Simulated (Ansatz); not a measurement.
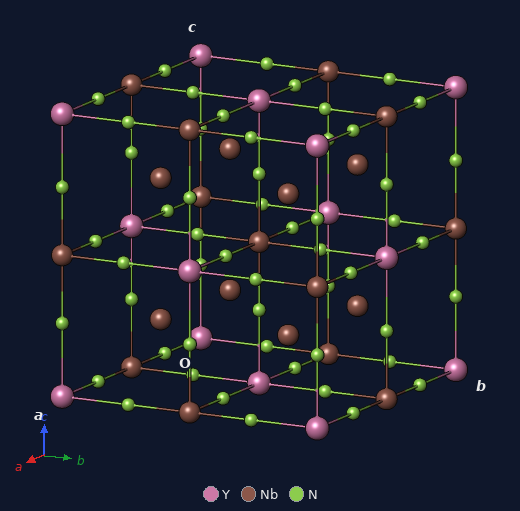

Crystal: YNb₃N₆, coordinates from a relaxation with DFT PBE, scalar-relativistic, plane waves, PAW (Ansatz 0.2.0); the starting structure was generated, so it need not be a known form of this composition. One unit cell is drawn above. Symmetry computed with spglib at a tolerance of 0.002 Å; standard conventional cell.

```
CELL_PARAMETERS angstrom
8.20640 0.00000 0.00000
0.00000 8.20640 0.00000
0.00000 0.00000 8.20640
ATOMIC_POSITIONS crystal
Y 0.00000 0.00000 0.00000
Nb 0.25000 0.75000 0.75000
Nb 0.25000 0.25000 0.75000
Nb 0.50000 0.00000 0.00000
N 0.25923 0.00000 0.00000
N 0.74077 0.00000 0.00000
N 0.50000 0.75923 0.00000
N 0.50000 0.24077 0.00000
N 0.50000 0.00000 0.75923
N 0.00000 0.00000 0.74077
Y 0.00000 0.50000 0.50000
Nb 0.25000 0.25000 0.25000
Nb 0.25000 0.75000 0.25000
Nb 0.50000 0.50000 0.50000
N 0.25923 0.50000 0.50000
N 0.74077 0.50000 0.50000
N 0.50000 0.25923 0.50000
N 0.50000 0.74077 0.50000
N 0.50000 0.50000 0.25923
N 0.00000 0.50000 0.24077
Y 0.50000 0.00000 0.50000
Nb 0.75000 0.75000 0.25000
Nb 0.75000 0.25000 0.25000
Nb 0.00000 0.00000 0.50000
N 0.75923 0.00000 0.50000
N 0.24077 0.00000 0.50000
N 0.00000 0.75923 0.50000
N 0.00000 0.24077 0.50000
N 0.00000 0.00000 0.25923
N 0.50000 0.00000 0.24077
Y 0.50000 0.50000 0.00000
Nb 0.75000 0.25000 0.75000
Nb 0.75000 0.75000 0.75000
Nb 0.00000 0.50000 0.00000
N 0.75923 0.50000 0.00000
N 0.24077 0.50000 0.00000
N 0.00000 0.25923 0.00000
N 0.00000 0.74077 0.00000
N 0.00000 0.50000 0.75923
N 0.50000 0.50000 0.74077
```

Question: What is its point group?

Answer: m-3m (Oh), order 48, cubic system: three fourfold axes, four threefold axes, six twofold axes, nine mirror planes, an inversion centre.

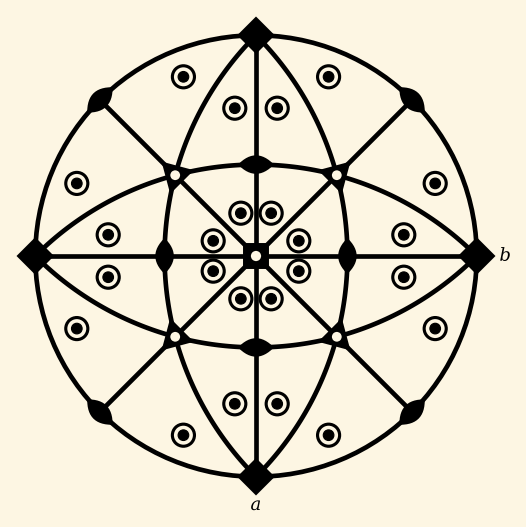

Stereographic projection: filled dots lie in the upper hemisphere, open rings in the lower; heavy lines are mirror planes (a heavy rim: a mirror in the plane of the page); lens, triangle, square and hexagon are 2-, 3-, 4- and 6-fold axes, a lens in an open square is −4, a triangle in an open hexagon −6; thin dashed diameters join the ends of axes that lie in the page; a small open circle marks inversion. The poles are one general form. The c axis points at the viewer.

Question: What does this class allow?

Answer: Class m-3m is centrosymmetric, so neither piezoelectric nor pyroelectric; it is not chiral. Its Laue class is m-3m.
